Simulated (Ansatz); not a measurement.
**Molecular dynamics, with input and output: Si4NH13 (part 1 of 6)**

System: Si4NH13.
Method: RKS B3LYP-D4/6-31G* (Ansatz 0.2.0).

It belongs to a series of runs on one base structure; here: dynamics from the highest image of the converged band. Figures and captions count atoms from 1; the log counts them from 0 in places.

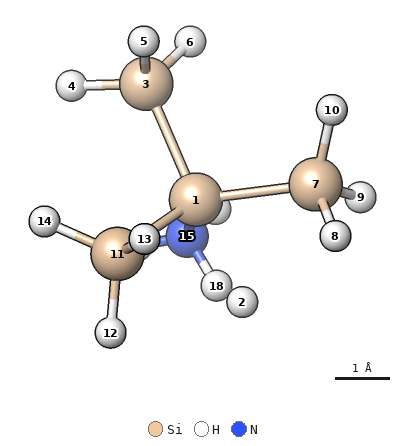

*The structure as given in the input (ball-and-stick view, seen at a tilt; atoms are numbered from 1 in the order of the input).*

Results in brief

| quantity | value |
| --- | --- |
| outcome | finished |
| mean temperature over the second half | 734 K |
| trajectory | 200 steps, 100 fs |
| ensemble | nve |
| temperature in the input | 300.0 K |
| time step | 0.5 fs |
| potential energy (last step) | −33212.5485 eV |
| mean-field energy (last step) | −33211.8272 eV |
| largest force (length of the vector) (last step) | 2.148 eV/Å |
| hardware | 4 threads of Arm Neoverse V2, 24 GiB of memory available, shared host |
| wall time | 9.4 min (CPU time 35 min) |
| peak memory | 0.32 GiB |

Remarks

So short a trajectory is not equilibrated.

Input file
```yaml
crystal:
  periodic: [false, false, false]
  atoms:
    - { symbol: Si, position_ang: [0.104083, -0.430551, -0.189748] }
    - { symbol: H, position_ang: [-1.390416, -0.511227, 1.290404] }
    - { symbol: Si, position_ang: [2.208519, -0.33232, -1.314803] }
    - { symbol: H, position_ang: [2.959634, -1.625551, -1.307913] }
    - { symbol: H, position_ang: [1.991523, 0.041228, -2.742736] }
    - { symbol: H, position_ang: [3.122694, 0.69534, -0.725964] }
    - { symbol: Si, position_ang: [-0.777327, 1.723824, -0.119755] }
    - { symbol: H, position_ang: [-2.248328, 1.689979, -0.311058] }
    - { symbol: H, position_ang: [-0.451023, 2.300523, 1.215521] }
    - { symbol: H, position_ang: [-0.179564, 2.631703, -1.146994] }
    - { symbol: Si, position_ang: [-1.118505, -2.101421, -1.289682] }
    - { symbol: H, position_ang: [-2.007466, -2.87389, -0.386666] }
    - { symbol: H, position_ang: [-1.938134, -1.451463, -2.350575] }
    - { symbol: H, position_ang: [-0.188671, -3.059107, -1.95767] }
    - { symbol: "N", position_ang: [0.786497, -0.975794, 1.518266] }
    - { symbol: H, position_ang: [1.166742, -1.922453, 1.584573] }
    - { symbol: H, position_ang: [1.43335, -0.321026, 1.96446] }
    - { symbol: H, position_ang: [-0.31401, -0.868498, 1.851742] }
basis:
  gaussian: { orbitals: "6-31G*" }
hamiltonian:
  xc: b3lyp
  dispersion: d4
md:
  timestep: 0.5
  n_steps: 200
  ensemble: nve
  temperature: 300.0
  initial_velocities: maxwell_boltzmann
  seed: 9002
```

Command:
```bash
ansatz run input.yaml --threads 4 --pin off --max-ram 5120MiB --backend cpu --events-out ev --progress --plain --runs-dir out
```

Output
```
Engine: ansatz 0.2.0, aarch64-unknown-linux-gnu
Functional definition: B3LYP
  parameter a0 = 0.2
  parameter ax = 0.72
  parameter ac = 0.81
  exchange = (1 - a0 - ax)*slater_x + ax*b88_x + a0*exact_x
  correlation = (1 - ac)*vwn_rpa_c + ac*lyp_c
1298 factors; integrals over basis functions are off by at most 7.6e-4 eV
mean field evaluation 1: about -33206.3959 eV, gradient 4.3e1 eV
mean field evaluation 2: about -33202.8881 eV, gradient 5.9e1 eV
mean field evaluation 4: about -33210.3099 eV, gradient 1.6e0 eV
mean field evaluation 8: about -33210.3413 eV, gradient 1.1e-1 eV
mean field evaluation 16: about -33210.3414 eV, gradient 1.1e-5 eV
mean field -33210.34135624 eV, -1220.4575340639 hartree, gradient 1.1e-5 eV, S^2 0.000000; 0 other end points of the search recorded, 0 dependent functions left out
the calculation of the forces begins
reference -33210.34169222 eV, -1220.4575464108 hartree; 38, 38 occupied and 79, 79 virtual orbitals, 1298 factors
md step     0: t =     0.00 fs  T =   300.0 K  F+E_penalty+E_count = -33211.20372070 eV  E_kin = 0.620448 eV  conserved = -33210.58327271 eV  (26 SCF iters)
these checks for a lower state are left out or cut short: starts, cluster_reference, orbital_swaps, neighbouring_geometries, increment
1298 factors; integrals over basis functions are off by at most 7.5e-4 eV
mean field -33210.33221658 eV, -1220.4571981878 hartree, gradient 1.8e-5 eV, S^2 0.000000; 0 other end points of the search recorded, 0 dependent functions left out
the calculation of the forces begins
reference -33210.33255248 eV, -1220.4572105316 hartree; 38, 38 occupied and 79, 79 virtual orbitals, 1298 factors
md step     1: t =     0.50 fs  T =   295.3 K  F+E_penalty+E_count = -33211.19389663 eV  E_kin = 0.610738 eV  conserved = -33210.58315829 eV  (27 SCF iters, 3 dispersion substeps)
[... from here on the SCF iterations and repeated set-up lines of each step are left out, up to the last step ...]
md step     2: t =     1.00 fs  T =   281.7 K  F+E_penalty+E_count = -33211.16540333 eV  E_kin = 0.582600 eV  conserved = -33210.58280383 eV  (27 SCF iters, 3 dispersion substeps)
md step     3: t =     1.50 fs  T =   261.8 K  F+E_penalty+E_count = -33211.12383780 eV  E_kin = 0.541531 eV  conserved = -33210.58230636 eV  (27 SCF iters, 3 dispersion substeps)
md step     4: t =     2.00 fs  T =   239.4 K  F+E_penalty+E_count = -33211.07700868 eV  E_kin = 0.495203 eV  conserved = -33210.58180576 eV  (23 SCF iters, 3 dispersion substeps)
md step     5: t =     2.50 fs  T =   218.2 K  F+E_penalty+E_count = -33211.03275695 eV  E_kin = 0.451322 eV  conserved = -33210.58143495 eV  (23 SCF iters, 3 dispersion substeps)
md step     6: t =     3.00 fs  T =   201.0 K  F+E_penalty+E_count = -33210.99690205 eV  E_kin = 0.415631 eV  conserved = -33210.58127087 eV  (23 SCF iters, 3 dispersion substeps)
md step     7: t =     3.50 fs  T =   188.9 K  F+E_penalty+E_count = -33210.97205351 eV  E_kin = 0.390740 eV  conserved = -33210.58131394 eV  (23 SCF iters, 3 dispersion substeps)
md step     8: t =     4.00 fs  T =   181.9 K  F+E_penalty+E_count = -33210.95760203 eV  E_kin = 0.376102 eV  conserved = -33210.58150046 eV  (24 SCF iters, 3 dispersion substeps)
md step     9: t =     4.50 fs  T =   178.4 K  F+E_penalty+E_count = -33210.95069226 eV  E_kin = 0.368954 eV  conserved = -33210.58173805 eV  (23 SCF iters, 3 dispersion substeps)
md step    10: t =     5.00 fs  T =   176.8 K  F+E_penalty+E_count = -33210.94765347 eV  E_kin = 0.365714 eV  conserved = -33210.58193987 eV  (23 SCF iters, 3 dispersion substeps)
md step    11: t =     5.50 fs  T =   175.7 K  F+E_penalty+E_count = -33210.94533008 eV  E_kin = 0.363275 eV  conserved = -33210.58205518 eV  (24 SCF iters, 3 dispersion substeps)
md step    12: t =     6.00 fs  T =   174.0 K  F+E_penalty+E_count = -33210.94185802 eV  E_kin = 0.359774 eV  conserved = -33210.58208404 eV  (23 SCF iters, 3 dispersion substeps)
md step    13: t =     6.50 fs  T =   171.5 K  F+E_penalty+E_count = -33210.93666912 eV  E_kin = 0.354601 eV  conserved = -33210.58206808 eV  (24 SCF iters, 3 dispersion substeps)
md step    14: t =     7.00 fs  T =   168.2 K  F+E_penalty+E_count = -33210.92985329 eV  E_kin = 0.347789 eV  conserved = -33210.58206405 eV  (24 SCF iters, 3 dispersion substeps)
md step    15: t =     7.50 fs  T =   164.0 K  F+E_penalty+E_count = -33210.92133420 eV  E_kin = 0.339234 eV  conserved = -33210.58210023 eV  (28 SCF iters, 3 dispersion substeps)
md step    16: t =     8.00 fs  T =   158.7 K  F+E_penalty+E_count = -33210.91046162 eV  E_kin = 0.328305 eV  conserved = -33210.58215649 eV  (27 SCF iters, 3 dispersion substeps)
md step    17: t =     8.50 fs  T =   151.9 K  F+E_penalty+E_count = -33210.89633348 eV  E_kin = 0.314158 eV  conserved = -33210.58217550 eV  (27 SCF iters, 3 dispersion substeps)
md step    18: t =     9.00 fs  T =   143.4 K  F+E_penalty+E_count = -33210.87867822 eV  E_kin = 0.296580 eV  conserved = -33210.58209777 eV  (27 SCF iters, 3 dispersion substeps)
md step    19: t =     9.50 fs  T =   133.9 K  F+E_penalty+E_count = -33210.85876745 eV  E_kin = 0.276871 eV  conserved = -33210.58189610 eV  (27 SCF iters, 3 dispersion substeps)
md step    20: t =    10.00 fs  T =   124.9 K  F+E_penalty+E_count = -33210.83981580 eV  E_kin = 0.258219 eV  conserved = -33210.58159672 eV  (26 SCF iters, 3 dispersion substeps)
md step    21: t =    10.50 fs  T =   118.6 K  F+E_penalty+E_count = -33210.82656190 eV  E_kin = 0.245287 eV  conserved = -33210.58127472 eV  (27 SCF iters, 3 dispersion substeps)
md step    22: t =    11.00 fs  T =   117.5 K  F+E_penalty+E_count = -33210.82408213 eV  E_kin = 0.243052 eV  conserved = -33210.58103027 eV  (23 SCF iters, 3 dispersion substeps)
md step    23: t =    11.50 fs  T =   123.4 K  F+E_penalty+E_count = -33210.83621759 eV  E_kin = 0.255267 eV  conserved = -33210.58095100 eV  (24 SCF iters, 3 dispersion substeps)
md step    24: t =    12.00 fs  T =   136.9 K  F+E_penalty+E_count = -33210.86421468 eV  E_kin = 0.283140 eV  conserved = -33210.58107439 eV  (23 SCF iters, 3 dispersion substeps)
md step    25: t =    12.50 fs  T =   157.0 K  F+E_penalty+E_count = -33210.90614350 eV  E_kin = 0.324770 eV  conserved = -33210.58137346 eV  (23 SCF iters, 3 dispersion substeps)
md step    26: t =    13.00 fs  T =   181.6 K  F+E_penalty+E_count = -33210.95731324 eV  E_kin = 0.375542 eV  conserved = -33210.58177172 eV  (27 SCF iters, 3 dispersion substeps)
md step    27: t =    13.50 fs  T =   207.6 K  F+E_penalty+E_count = -33211.01146756 eV  E_kin = 0.429295 eV  conserved = -33210.58217302 eV  (27 SCF iters, 3 dispersion substeps)
md step    28: t =    14.00 fs  T =   232.0 K  F+E_penalty+E_count = -33211.06229753 eV  E_kin = 0.479807 eV  conserved = -33210.58249029 eV  (27 SCF iters, 3 dispersion substeps)
md step    29: t =    14.50 fs  T =   252.5 K  F+E_penalty+E_count = -33211.10482078 eV  E_kin = 0.522158 eV  conserved = -33210.58266269 eV  (27 SCF iters, 3 dispersion substeps)
md step    30: t =    15.00 fs  T =   267.7 K  F+E_penalty+E_count = -33211.13631761 eV  E_kin = 0.553648 eV  conserved = -33210.58266912 eV  (27 SCF iters, 3 dispersion substeps)
md step    31: t =    15.50 fs  T =   277.6 K  F+E_penalty+E_count = -33211.15662402 eV  E_kin = 0.574093 eV  conserved = -33210.58253102 eV  (27 SCF iters, 3 dispersion substeps)
md step    32: t =    16.00 fs  T =   283.1 K  F+E_penalty+E_count = -33211.16774191 eV  E_kin = 0.585435 eV  conserved = -33210.58230704 eV  (27 SCF iters, 3 dispersion substeps)
md step    33: t =    16.50 fs  T =   285.7 K  F+E_penalty+E_count = -33211.17297015 eV  E_kin = 0.590898 eV  conserved = -33210.58207217 eV  (27 SCF iters, 3 dispersion substeps)
md step    34: t =    17.00 fs  T =   287.3 K  F+E_penalty+E_count = -33211.17601566 eV  E_kin = 0.594134 eV  conserved = -33210.58188200 eV  (27 SCF iters, 3 dispersion substeps)
md step    35: t =    17.50 fs  T =   289.4 K  F+E_penalty+E_count = -33211.18039433 eV  E_kin = 0.598624 eV  conserved = -33210.58177010 eV  (27 SCF iters, 3 dispersion substeps)
md step    36: t =    18.00 fs  T =   293.5 K  F+E_penalty+E_count = -33211.18883914 eV  E_kin = 0.607091 eV  conserved = -33210.58174837 eV  (27 SCF iters, 3 dispersion substeps)
md step    37: t =    18.50 fs  T =   300.2 K  F+E_penalty+E_count = -33211.20257954 eV  E_kin = 0.620770 eV  conserved = -33210.58180961 eV  (27 SCF iters, 3 dispersion substeps)
md step    38: t =    19.00 fs  T =   309.0 K  F+E_penalty+E_count = -33211.22109023 eV  E_kin = 0.639161 eV  conserved = -33210.58192962 eV  (27 SCF iters, 3 dispersion substeps)
md step    39: t =    19.50 fs  T =   319.4 K  F+E_penalty+E_count = -33211.24255613 eV  E_kin = 0.660474 eV  conserved = -33210.58208177 eV  (27 SCF iters, 3 dispersion substeps)
md step    40: t =    20.00 fs  T =   329.9 K  F+E_penalty+E_count = -33211.26454420 eV  E_kin = 0.682300 eV  conserved = -33210.58224419 eV  (26 SCF iters, 3 dispersion substeps)
md step    41: t =    20.50 fs  T =   339.5 K  F+E_penalty+E_count = -33211.28447246 eV  E_kin = 0.702066 eV  conserved = -33210.58240599 eV  (27 SCF iters, 3 dispersion substeps)
md step    42: t =    21.00 fs  T =   346.8 K  F+E_penalty+E_count = -33211.29979959 eV  E_kin = 0.717236 eV  conserved = -33210.58256317 eV  (27 SCF iters, 3 dispersion substeps)
md step    43: t =    21.50 fs  T =   350.7 K  F+E_penalty+E_count = -33211.30807383 eV  E_kin = 0.725367 eV  conserved = -33210.58270719 eV  (27 SCF iters, 3 dispersion substeps)
md step    44: t =    22.00 fs  T =   350.2 K  F+E_penalty+E_count = -33211.30705312 eV  E_kin = 0.724236 eV  conserved = -33210.58281681 eV  (27 SCF iters, 3 dispersion substeps)
md step    45: t =    22.50 fs  T =   344.4 K  F+E_penalty+E_count = -33211.29503915 eV  E_kin = 0.712180 eV  conserved = -33210.58285931 eV  (27 SCF iters, 3 dispersion substeps)
md step    46: t =    23.00 fs  T =   333.0 K  F+E_penalty+E_count = -33211.27141196 eV  E_kin = 0.688616 eV  conserved = -33210.58279610 eV  (27 SCF iters, 3 dispersion substeps)
md step    47: t =    23.50 fs  T =   316.5 K  F+E_penalty+E_count = -33211.23723662 eV  E_kin = 0.654638 eV  conserved = -33210.58259839 eV  (27 SCF iters, 3 dispersion substeps)
md step    48: t =    24.00 fs  T =   296.6 K  F+E_penalty+E_count = -33211.19572067 eV  E_kin = 0.613461 eV  conserved = -33210.58225917 eV  (27 SCF iters, 3 dispersion substeps)
md step    49: t =    24.50 fs  T =   275.8 K  F+E_penalty+E_count = -33211.15227829 eV  E_kin = 0.570462 eV  conserved = -33210.58181589 eV  (27 SCF iters, 3 dispersion substeps)
md step    50: t =    25.00 fs  T =   257.5 K  F+E_penalty+E_count = -33211.11391946 eV  E_kin = 0.532565 eV  conserved = -33210.58135432 eV  (27 SCF iters, 3 dispersion substeps)
md step    51: t =    25.50 fs  T =   245.1 K  F+E_penalty+E_count = -33211.08789138 eV  E_kin = 0.506899 eV  conserved = -33210.58099207 eV  (27 SCF iters, 3 dispersion substeps)
md step    52: t =    26.00 fs  T =   241.3 K  F+E_penalty+E_count = -33211.07986643 eV  E_kin = 0.499034 eV  conserved = -33210.58083215 eV  (24 SCF iters, 3 dispersion substeps)
md step    53: t =    26.50 fs  T =   247.3 K  F+E_penalty+E_count = -33211.09236005 eV  E_kin = 0.511443 eV  conserved = -33210.58091724 eV  (23 SCF iters, 3 dispersion substeps)
md step    54: t =    27.00 fs  T =   262.5 K  F+E_penalty+E_count = -33211.12406456 eV  E_kin = 0.542851 eV  conserved = -33210.58121379 eV  (27 SCF iters, 3 dispersion substeps)
md step    55: t =    27.50 fs  T =   284.7 K  F+E_penalty+E_count = -33211.17034987 eV  E_kin = 0.588715 eV  conserved = -33210.58163444 eV  (27 SCF iters, 3 dispersion substeps)
md step    56: t =    28.00 fs  T =   310.7 K  F+E_penalty+E_count = -33211.22461028 eV  E_kin = 0.642534 eV  conserved = -33210.58207678 eV  (27 SCF iters, 3 dispersion substeps)
md step    57: t =    28.50 fs  T =   337.2 K  F+E_penalty+E_count = -33211.27985124 eV  E_kin = 0.697392 eV  conserved = -33210.58245970 eV  (27 SCF iters, 3 dispersion substeps)
md step    58: t =    29.00 fs  T =   361.3 K  F+E_penalty+E_count = -33211.32997669 eV  E_kin = 0.747239 eV  conserved = -33210.58273768 eV  (27 SCF iters, 3 dispersion substeps)
md step    59: t =    29.50 fs  T =   380.8 K  F+E_penalty+E_count = -33211.37052650 eV  E_kin = 0.787627 eV  conserved = -33210.58289951 eV  (27 SCF iters, 3 dispersion substeps)
md step    60: t =    30.00 fs  T =   394.5 K  F+E_penalty+E_count = -33211.39887527 eV  E_kin = 0.815919 eV  conserved = -33210.58295649 eV  (26 SCF iters, 3 dispersion substeps)
md step    61: t =    30.50 fs  T =   401.9 K  F+E_penalty+E_count = -33211.41408264 eV  E_kin = 0.831159 eV  conserved = -33210.58292414 eV  (27 SCF iters, 3 dispersion substeps)
md step    62: t =    31.00 fs  T =   403.2 K  F+E_penalty+E_count = -33211.41665132 eV  E_kin = 0.833838 eV  conserved = -33210.58281301 eV  (28 SCF iters, 3 dispersion substeps)
md step    63: t =    31.50 fs  T =   399.2 K  F+E_penalty+E_count = -33211.40834240 eV  E_kin = 0.825712 eV  conserved = -33210.58263081 eV  (27 SCF iters, 3 dispersion substeps)
md step    64: t =    32.00 fs  T =   391.5 K  F+E_penalty+E_count = -33211.39202160 eV  E_kin = 0.809628 eV  conserved = -33210.58239341 eV  (27 SCF iters, 3 dispersion substeps)
md step    65: t =    32.50 fs  T =   381.6 K  F+E_penalty+E_count = -33211.37140463 eV  E_kin = 0.789276 eV  conserved = -33210.58212874 eV  (27 SCF iters, 3 dispersion substeps)
md step    66: t =    33.00 fs  T =   371.7 K  F+E_penalty+E_count = -33211.35064136 eV  E_kin = 0.768772 eV  conserved = -33210.58186910 eV  (27 SCF iters, 3 dispersion substeps)
md step    67: t =    33.50 fs  T =   363.7 K  F+E_penalty+E_count = -33211.33381371 eV  E_kin = 0.752166 eV  conserved = -33210.58164819 eV  (27 SCF iters, 3 dispersion substeps)
md step    68: t =    34.00 fs  T =   359.2 K  F+E_penalty+E_count = -33211.32439985 eV  E_kin = 0.742897 eV  conserved = -33210.58150247 eV  (27 SCF iters, 3 dispersion substeps)
md step    69: t =    34.50 fs  T =   359.4 K  F+E_penalty+E_count = -33211.32468213 eV  E_kin = 0.743209 eV  conserved = -33210.58147270 eV  (23 SCF iters, 3 dispersion substeps)
md step    70: t =    35.00 fs  T =   364.3 K  F+E_penalty+E_count = -33211.33509302 eV  E_kin = 0.753501 eV  conserved = -33210.58159181 eV  (23 SCF iters, 3 dispersion substeps)
md step    71: t =    35.50 fs  T =   373.2 K  F+E_penalty+E_count = -33211.35371262 eV  E_kin = 0.771856 eV  conserved = -33210.58185699 eV  (23 SCF iters, 3 dispersion substeps)
md step    72: t =    36.00 fs  T =   384.0 K  F+E_penalty+E_count = -33211.37633684 eV  E_kin = 0.794127 eV  conserved = -33210.58220955 eV  (27 SCF iters, 3 dispersion substeps)
md step    73: t =    36.50 fs  T =   394.0 K  F+E_penalty+E_count = -33211.39739720 eV  E_kin = 0.814848 eV  conserved = -33210.58254882 eV  (25 SCF iters, 3 dispersion substeps)
md step    74: t =    37.00 fs  T =   400.7 K  F+E_penalty+E_count = -33211.41152406 eV  E_kin = 0.828751 eV  conserved = -33210.58277302 eV  (26 SCF iters, 3 dispersion substeps)
md step    75: t =    37.50 fs  T =   402.4 K  F+E_penalty+E_count = -33211.41512959 eV  E_kin = 0.832308 eV  conserved = -33210.58282204 eV  (25 SCF iters, 3 dispersion substeps)
md step    76: t =    38.00 fs  T =   398.7 K  F+E_penalty+E_count = -33211.40737259 eV  E_kin = 0.824678 eV  conserved = -33210.58269442 eV  (28 SCF iters, 3 dispersion substeps)
md step    77: t =    38.50 fs  T =   390.6 K  F+E_penalty+E_count = -33211.39022017 eV  E_kin = 0.807782 eV  conserved = -33210.58243768 eV  (27 SCF iters, 3 dispersion substeps)
md step    78: t =    39.00 fs  T =   379.8 K  F+E_penalty+E_count = -33211.36771514 eV  E_kin = 0.785589 eV  conserved = -33210.58212633 eV  (28 SCF iters, 3 dispersion substeps)
md step    79: t =    39.50 fs  T =   368.9 K  F+E_penalty+E_count = -33211.34478718 eV  E_kin = 0.762947 eV  conserved = -33210.58183988 eV  (27 SCF iters, 3 dispersion substeps)
md step    80: t =    40.00 fs  T =   359.9 K  F+E_penalty+E_count = -33211.32599565 eV  E_kin = 0.744355 eV  conserved = -33210.58164047 eV  (25 SCF iters, 3 dispersion substeps)
md step    81: t =    40.50 fs  T =   354.4 K  F+E_penalty+E_count = -33211.31453551 eV  E_kin = 0.732971 eV  conserved = -33210.58156460 eV  (27 SCF iters, 3 dispersion substeps)
md step    82: t =    41.00 fs  T =   353.0 K  F+E_penalty+E_count = -33211.31166601 eV  E_kin = 0.730045 eV  conserved = -33210.58162150 eV  (27 SCF iters, 3 dispersion substeps)
md step    83: t =    41.50 fs  T =   355.3 K  F+E_penalty+E_count = -33211.31658712 eV  E_kin = 0.734792 eV  conserved = -33210.58179560 eV  (27 SCF iters, 3 dispersion substeps)
md step    84: t =    42.00 fs  T =   360.1 K  F+E_penalty+E_count = -33211.32673247 eV  E_kin = 0.744687 eV  conserved = -33210.58204595 eV  (27 SCF iters, 3 dispersion substeps)
md step    85: t =    42.50 fs  T =   365.6 K  F+E_penalty+E_count = -33211.33845850 eV  E_kin = 0.756150 eV  conserved = -33210.58230874 eV  (28 SCF iters, 3 dispersion substeps)
md step    86: t =    43.00 fs  T =   370.1 K  F+E_penalty+E_count = -33211.34804027 eV  E_kin = 0.765523 eV  conserved = -33210.58251771 eV  (27 SCF iters, 3 dispersion substeps)
md step    87: t =    43.50 fs  T =   372.3 K  F+E_penalty+E_count = -33211.35267510 eV  E_kin = 0.770045 eV  conserved = -33210.58263030 eV  (27 SCF iters, 3 dispersion substeps)
md step    88: t =    44.00 fs  T =   371.6 K  F+E_penalty+E_count = -33211.35109052 eV  E_kin = 0.768444 eV  conserved = -33210.58264614 eV  (27 SCF iters, 3 dispersion substeps)
md step    89: t =    44.50 fs  T =   367.9 K  F+E_penalty+E_count = -33211.34352980 eV  E_kin = 0.760940 eV  conserved = -33210.58259019 eV  (27 SCF iters, 3 dispersion substeps)
md step    90: t =    45.00 fs  T =   362.1 K  F+E_penalty+E_count = -33211.33134140 eV  E_kin = 0.748858 eV  conserved = -33210.58248303 eV  (27 SCF iters, 3 dispersion substeps)
md step    91: t =    45.50 fs  T =   355.0 K  F+E_penalty+E_count = -33211.31662106 eV  E_kin = 0.734292 eV  conserved = -33210.58232870 eV  (27 SCF iters, 3 dispersion substeps)
md step    92: t =    46.00 fs  T =   348.1 K  F+E_penalty+E_count = -33211.30210489 eV  E_kin = 0.719973 eV  conserved = -33210.58213217 eV  (27 SCF iters, 3 dispersion substeps)
md step    93: t =    46.50 fs  T =   342.9 K  F+E_penalty+E_count = -33211.29107566 eV  E_kin = 0.709155 eV  conserved = -33210.58192044 eV  (27 SCF iters, 3 dispersion substeps)
md step    94: t =    47.00 fs  T =   341.0 K  F+E_penalty+E_count = -33211.28697151 eV  E_kin = 0.705234 eV  conserved = -33210.58173732 eV  (27 SCF iters, 3 dispersion substeps)
md step    95: t =    47.50 fs  T =   343.8 K  F+E_penalty+E_count = -33211.29273382 eV  E_kin = 0.711112 eV  conserved = -33210.58162228 eV  (27 SCF iters, 3 dispersion substeps)
md step    96: t =    48.00 fs  T =   352.3 K  F+E_penalty+E_count = -33211.31019185 eV  E_kin = 0.728595 eV  conserved = -33210.58159673 eV  (27 SCF iters, 3 dispersion substeps)
md step    97: t =    48.50 fs  T =   366.5 K  F+E_penalty+E_count = -33211.33968673 eV  E_kin = 0.758019 eV  conserved = -33210.58166776 eV  (27 SCF iters, 3 dispersion substeps)
```
